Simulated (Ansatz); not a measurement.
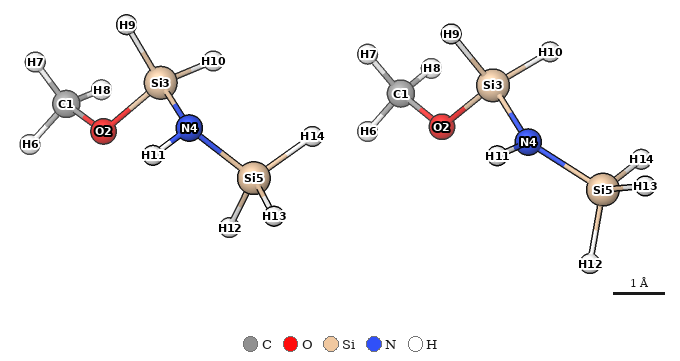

Two geometries of CH9NOSi2 (coarse preliminary run), drawn at one scale. One is the start of a relaxation, the other its converged end. Style: ball-and-stick. Shown from a free direction.

The calculation used RKS PBE-D4/def2-SVP (Ansatz). Set-up: force threshold 0.03 eV/Å; at most 200 steps.

**Which one is relaxed?**

The right one is the relaxed one. The start comes from a force field. The largest move after the best rigid fit is that of H12, 1.23 Å. Largest moves by element: H 1.23 Å, O 0.33 Å, N 0.33 Å, C 0.32 Å, Si 0.32 Å. Near-neighbour distances that change, for instance: Si3–Si5 2.757 → 3.139 Å, N4–Si5 1.682 → 1.757 Å, Si3–N4 1.672 → 1.736 Å, Si3–H9 1.449 → 1.508 Å. Bond angles that change, for instance: Si3–N4–Si5 110.6° → 127.9°, N4–Si3–H10 114.3° → 107.8°, Si5–N4–H11 110.1° → 115.9°. The energy falls by 0.820 eV in 15 accepted moves (16 points after the start). Largest force component: 2.6 eV/Å at the start, 0.013 eV/Å at the end. The line search rejected the trial step at point 10 of the run. The forces were under the threshold at step 9, but the run went on from there. The run took 42 s on 4 threads of Arm Neoverse N1 (shared host).
